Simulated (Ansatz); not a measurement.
**P2H4 (SMILES PP) at HF/3-21G**

Aim: the vertical ionisation energy of P2H4 at HF/3-21G, from 2 runs. 

The calculation is run with Ansatz 0.2.0.

28 further runs of the same task are left out: 28 set aside as unsound or not needed.

### 1 The system as given

P2H4: 6 atoms, total charge 0, spin state singlet. SMILES: `PP`. The shape is that of a PBE0-D4/def2-TZVP optimisation. This is one conformer, not always the lowest.

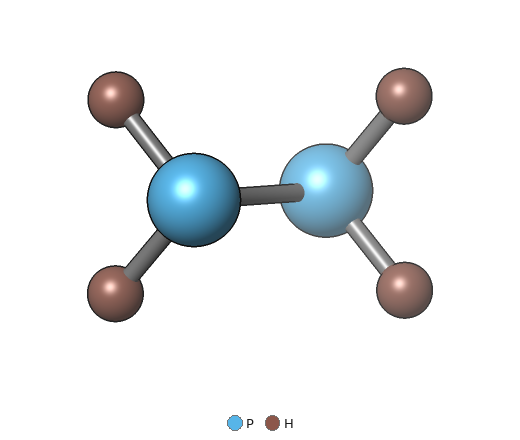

Viewed from a chosen angle; phosphorus blue, hydrogen brown.

### 2 The energy at HF/3-21G

The input, job.yaml:

```yaml
crystal:
  periodic: [false, false, false]
  atoms:
    - symbol: P
      position_ang: [0.365100, -1.048800, -0.082300]
    - symbol: P
      position_ang: [-0.365200, 1.049100, 0.078100]
    - symbol: H
      position_ang: [-0.497000, -1.521600, 0.945000]
    - symbol: H
      position_ang: [-0.572100, -1.392900, -1.094900]
    - symbol: H
      position_ang: [0.502800, 1.524600, -0.942900]
    - symbol: H
      position_ang: [0.566400, 1.389600, 1.097000]
basis:
  gaussian:
    orbitals: 3-21G.json
output:
  orbitals: {seedname: orbitals}
accuracy: high
hamiltonian:
  xc: hf
```

The basis set 3-21G is read from a file made from the Basis Set Exchange's data (not shown).

Run with:

```bash
$ ansatz run job.yaml --threads 1 --pin off --max-ram 3480MiB --events-out events.jsonl --progress --plain --runs-dir runs
```

Log:

```text
Warning: RAYON_NUM_THREADS=1 ignored (pool sized by the plan → 1); use --threads N
Functional definition: HF
  name "HF"
  exchange = exact_x
  correlation = 0
755 factors; integrals over basis functions are off by at most 4.6e-9 eV
mean field evaluation 1: about -18510.5867 eV, gradient 1.0e1 eV
mean field evaluation 2: about -18510.5870 eV, gradient 1.0e1 eV
mean field evaluation 4: about -18511.0916 eV, gradient 4.3e-1 eV
mean field evaluation 8: about -18511.0931 eV, gradient 9.8e-7 eV
mean field -18511.09313111 eV, -680.2701252989 hartree, gradient 3.1e-8 eV, S^2 0.000000; 0 other end points of the search recorded, 0 dependent functions left out
reference -18511.09313111 eV, -680.2701252989 hartree; 17, 17 occupied and 17, 17 virtual orbitals, 755 factors
Total energy: -18511.09313111 eV, -680.2701252989 hartree
```

Run time: 0.24 s. Hardware: 1 thread of Arm Neoverse V1, shared host.

### 3 The doublet cation at the same level

The input, molecule.yaml:

```yaml
crystal:
  periodic: [false, false, false]
  atoms:
    - {symbol: P, position_ang: [0.365100, -1.048800, -0.082300]}
    - {symbol: P, position_ang: [-0.365200, 1.049100, 0.078100]}
    - {symbol: H, position_ang: [-0.497000, -1.521600, 0.945000]}
    - {symbol: H, position_ang: [-0.572100, -1.392900, -1.094900]}
    - {symbol: H, position_ang: [0.502800, 1.524600, -0.942900]}
    - {symbol: H, position_ang: [0.566400, 1.389600, 1.097000]}
basis:
  gaussian:
    orbitals: 3-21G.json
total_charge: 1
magnetization:
  spin_polarized: true
  initial_magnetization: 1
hamiltonian:
  xc: hf
accuracy: high
output: {orbitals: {seedname: orbitals}}
```

The basis set 3-21G is read from a file made from the Basis Set Exchange's data (not shown).

Run with:

```bash
$ ansatz run molecule.yaml --threads 1 --pin off --max-ram 3480MiB --events-out events.jsonl --progress --plain --runs-dir runs
```

Log:

```text
Warning: RAYON_NUM_THREADS=1 ignored (pool sized by the plan → 1); use --threads N
[... 4 set-up lines as earlier in the session ...]
753 factors; integrals over basis functions are off by at most 4.6e-9 eV
mean field evaluation 1: about -18501.9024 eV, gradient 6.9e0 eV
mean field evaluation 2: about -18501.9009 eV, gradient 6.9e0 eV
mean field evaluation 4: about -18502.4957 eV, gradient 1.1e0 eV
mean field evaluation 8: about -18502.5685 eV, gradient 4.9e-4 eV
mean field evaluation 16: about -18501.3130 eV, gradient 5.9e0 eV
mean field evaluation 32: about -18495.0246 eV, gradient 2.0e1 eV
mean field evaluation 64: about -18502.5682 eV, gradient 8.7e-7 eV
mean field -18502.56818622 eV, -679.9568393525 hartree, gradient 1.4e-8 eV, S^2 0.804741; 1 other end points of the search recorded, 0 dependent functions left out
reference -18502.56818622 eV, -679.9568393525 hartree; 17, 16 occupied and 17, 18 virtual orbitals, 753 factors
Total energy: -18502.56818622 eV, -679.9568393525 hartree
```

Run time: 0.48 s. Hardware: 1 thread of Arm Neoverse V1, shared host.

### 4 What came out

Level: HF/3-21G.

| quantity | value |
| --- | --- |
| singlet P2H4: total energy | -680.27013 Eh |
| singlet P2H4: HOMO energy | -9.36 eV |
| singlet P2H4: LUMO energy | 3.19 eV |
| singlet P2H4: HOMO–LUMO gap | 12.56 eV |
| doublet cation: total energy | -679.95684 Eh |
| doublet cation: HOMO energy (highest over α and β) | -17.29 eV |
| doublet cation: LUMO energy (lowest over α and β) | -7.67 eV |
| doublet cation: ⟨S²⟩ | 0.805 |
| vertical ionisation energy (to the doublet cation) | 8.525 eV |

What this shows: The vertical ionisation energy comes to 8.52 eV (197 kcal/mol). The negative HOMO energy of the first species, 9.36 eV, lies 0.84 eV above that difference.
